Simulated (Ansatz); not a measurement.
# triplet AlCl3 at 6 levels

Wanted: a comparison of 6 runs (U-r2SCAN0/6-311+G**, U-revPBE/6-311+G**, U-wB97M-V/6-311+G**, UHSE06/6-311+G**, RPA@PBE/6-311+G**, RPA@PBE0/6-311+G**) of triplet AlCl3. 

The calculation is run with Ansatz 0.2.0.

36 further runs of the same task are left out: 36 set aside as unsound or not needed.

## 1. The molecule

AlCl3: 4 atoms, total charge 0, spin state triplet. SMILES of the parent species: `Cl[Al](Cl)Cl`. Geometry: relaxed at PBE0-D4/def2-TZVP. That shape belongs to the parent species and isn't relaxed for this state.

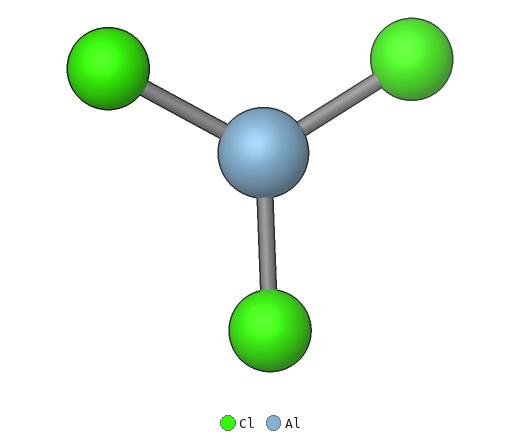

The structure, seen from a chosen angle (chlorine green, aluminium light blue).

## 2. The energy at U-r2SCAN0/6-311+G(d,p) (run 1)

File run.yaml:

```yaml
crystal:
  periodic: [false, false, false]
  atoms:
    - symbol: Cl
      position_ang: [-1.135050, -0.108440, 1.726210]
    - symbol: Al
      position_ang: [0.000010, 0.000000, -0.000020]
    - symbol: Cl
      position_ang: [1.741960, -1.104030, -0.163630]
    - symbol: Cl
      position_ang: [-0.606920, 1.212480, -1.562570]
basis:
  gaussian:
    orbitals: 6-311+G_st__st_-spherical.json
output: {orbitals: {seedname: orbitals}}
magnetization:
  spin_polarized: true
  initial_magnetization: 2
hamiltonian:
  xc: {name: r2SCAN0}
accuracy: high
```

The basis set 6-311+G** is read from a file made from the Basis Set Exchange's data (not shown).

Run with:

```sh
ansatz run run.yaml --threads 1 --pin off --max-ram 3480MiB --events-out events.jsonl --progress --plain --runs-dir runs
```

Output:

```text
Warning: RAYON_NUM_THREADS=1 ignored (pool sized by the plan → 1); use --threads N
Functional definition: r2SCAN0
  name "r2SCAN0"
  parameter a = 0.25
  parameter k0 = 0.174
  parameter k1 = 0.065
  parameter a1 = 4.9479
  exchange = (1 - a)*r2scan_x(k0 = k0, k1 = k1, a1 = a1) + a*exact_x
  correlation = r2scan_c
1868 factors; integrals over basis functions are off by at most 2.4e-8 eV
mean field evaluation 1: about -44161.1174 eV, gradient 9.4e0 eV
mean field evaluation 2: about -44161.4413 eV, gradient 6.7e0 eV
mean field evaluation 4: about -44161.6179 eV, gradient 4.7e-1 eV
mean field evaluation 8: about -44161.6312 eV, gradient 9.6e-2 eV
mean field evaluation 16: about -44161.6313 eV, gradient 7.2e-5 eV
mean field evaluation 32: about -44161.6313 eV, gradient 5.2e-8 eV
mean field -44161.63128002 eV, -1622.9100157119 hartree, gradient 5.2e-8 eV, S^2 2.009640; 6 other end points of the search recorded, 0 dependent functions left out
reference -44161.63130608 eV, -1622.9100166696 hartree; 33, 31 occupied and 87, 89 virtual orbitals, 1868 factors
Total energy: -44161.63130608 eV, -1622.9100166696 hartree
```

Wall time 85 s (1 thread of Arm Neoverse V2, shared host); peak memory 0.73 GiB.

## 3. The energy at U-revPBE/6-311+G(d,p) (run 2)

File in.yaml:

```yaml
crystal:
  periodic: [false, false, false]
  atoms:
    - symbol: Cl
      position_ang: [-1.135050, -0.108440, 1.726210]
    - symbol: Al
      position_ang: [0.000010, 0.000000, -0.000020]
    - symbol: Cl
      position_ang: [1.741960, -1.104030, -0.163630]
    - symbol: Cl
      position_ang: [-0.606920, 1.212480, -1.562570]
basis:
  gaussian: {orbitals: 6-311+G_st__st_-spherical.json}
magnetization: {spin_polarized: true, initial_magnetization: 2}
hamiltonian: {xc: {name: revPBE}}
accuracy: high
output: {orbitals: {seedname: orbitals}}
```

The basis set 6-311+G** is read from a file made from the Basis Set Exchange's data (not shown).

Run with:

```sh
ansatz run in.yaml --threads 1 --pin off --max-ram 3480MiB --events-out events.jsonl --progress --plain --runs-dir runs
```

Output, cut to the lines that bear on the results:

```text
Warning: RAYON_NUM_THREADS=1 ignored (pool sized by the plan → 1); use --threads N
Functional definition: revPBE
  name "revPBE"
[...]
1868 factors; integrals over basis functions are off by at most 2.4e-8 eV
[...]
mean field -44157.49798526 eV, -1622.7581199310 hartree, gradient 1.2e-8 eV, S^2 2.004051; 11 other end points of the search recorded, 0 dependent functions left out
reference -44157.49798994 eV, -1622.7581201030 hartree; 33, 31 occupied and 87, 89 virtual orbitals, 1868 factors
Total energy: -44157.49798994 eV, -1622.7581201030 hartree
```

It took 74 s on 1 thread of Arm Neoverse V2, shared host; peak memory 0.38 GiB.

Run 3 isn't shown in full; the table further down has it.

## 4. The energy at UHSE06/6-311+G(d,p) (run 4)

File job.yaml:

```yaml
basis:
  gaussian:
    orbitals: 6-311+G_st__st_-spherical.json
crystal:
  periodic: [false, false, false]
  atoms:
    - {symbol: Cl, position_ang: [-1.135050, -0.108440, 1.726210]}
    - {symbol: Al, position_ang: [0.000010, 0.000000, -0.000020]}
    - {symbol: Cl, position_ang: [1.741960, -1.104030, -0.163630]}
    - {symbol: Cl, position_ang: [-0.606920, 1.212480, -1.562570]}
magnetization:
  spin_polarized: true
  initial_magnetization: 2
hamiltonian:
  xc: {name: HSE06}
accuracy: high
output: {orbitals: {seedname: orbitals}}
```

The basis set 6-311+G** is read from a file made from the Basis Set Exchange's data (not shown).

Run with:

```sh
ansatz run job.yaml --threads 1 --pin off --max-ram 3480MiB --events-out events.jsonl --progress --plain --runs-dir runs
```

Output, cut to the lines that bear on the results:

```text
Warning: RAYON_NUM_THREADS=1 ignored (pool sized by the plan → 1); use --threads N
Functional definition: HSE06
  name "HSE06"
[...]
1868 factors; integrals over basis functions are off by at most 2.4e-8 eV
134 factors; integrals over basis functions are off by at most 1.1e-9 eV
[...]
mean field -44149.19853892 eV, -1622.4531209039 hartree, gradient 3.5e-8 eV, S^2 2.006509; 10 other end points of the search recorded, 0 dependent functions left out
reference -44149.19854277 eV, -1622.4531210451 hartree; 33, 31 occupied and 87, 89 virtual orbitals, 1868 factors
Total energy: -44149.19854277 eV, -1622.4531210451 hartree
```

It took 79 s on 1 thread of Arm Neoverse V2, shared host; peak memory 0.77 GiB.

Run 5 isn't shown in full; the table further down has it.

## 5. A single-point energy at RPA@PBE0/6-311+G(d,p) (run 6)

File in.yaml:

```yaml
crystal:
  periodic: [false, false, false]
  atoms:
    - {symbol: Cl, position_ang: [-1.135050, -0.108440, 1.726210]}
    - {symbol: Al, position_ang: [0.000010, 0.000000, -0.000020]}
    - {symbol: Cl, position_ang: [1.741960, -1.104030, -0.163630]}
    - {symbol: Cl, position_ang: [-0.606920, 1.212480, -1.562570]}
basis:
  gaussian:
    orbitals: 6-311+G_st__st_-spherical.json
magnetization:
  spin_polarized: true
  initial_magnetization: 2
correlation:
  method: rpa
  frozen_orbitals: {Al: 5, Cl: 5}
hamiltonian:
  xc: {name: PBE0}
accuracy: high
```

The basis set 6-311+G** is read from a file made from the Basis Set Exchange's data (not shown).

Run with:

```sh
ansatz run in.yaml --threads 1 --pin off --max-ram 3480MiB --events-out events.jsonl --progress --plain --runs-dir runs
```

Output, cut to the lines that bear on the results:

```text
Warning: RAYON_NUM_THREADS=1 ignored (pool sized by the plan → 1); use --threads N
Functional definition: PBE0
  name "PBE0"
[...]
1868 factors; integrals over basis functions are off by at most 2.4e-8 eV
[...]
mean field -44149.94809224 eV, -1622.4806664803 hartree, gradient 3.5e-8 eV, S^2 2.006705; 7 other end points of the search recorded, 0 dependent functions left out
20 core orbitals not correlated: weight in the atoms' cores, before any rotation towards them, 1.000 or more for the frozen orbitals, at most 0.000 for the correlated occupied ones
reference -44092.27421567 eV, -1620.3611906091 hartree; 13, 11 occupied and 87, 89 virtual orbitals, 1868 factors
Total energy: -44112.23448108 eV, -1621.0947168331 hartree
```

Run time: 83 s. Hardware: 1 thread of Arm Neoverse V2, shared host; peak memory 0.62 GiB.

## 6. All runs side by side

```csv
run,level,frozen core orbitals,energy (Eh),HOMO energy (eV),⟨S²⟩,wall time
1,U-r2SCAN0/6-311+G**,–,-1622.910017,-3.59,2.010,85 s
2,U-revPBE/6-311+G**,–,-1622.758120,-2.85,2.004,74 s
3,U-wB97M-V/6-311+G**,–,-1622.951095,-5.07,2.007,7 min
4,UHSE06/6-311+G**,–,-1622.453121,-3.18,2.007,79 s
5,RPA@PBE/6-311+G**,20,-1621.167730,–,2.003,88 s
6,RPA@PBE0/6-311+G**,20,-1621.094717,–,2.007,83 s
```

## 7. What came out

| quantity | value |
| --- | --- |
| run 6: total energy | -1621.09472 Eh |
| run 6: RPA correlation energy (valence) | -733.5 mEh |
| run 6: ⟨S²⟩ of the reference determinant | 2.007 |

**Reading.** Totals of different functionals can't be ranked against each other. All runs together took 14 min, the longest 7 min.
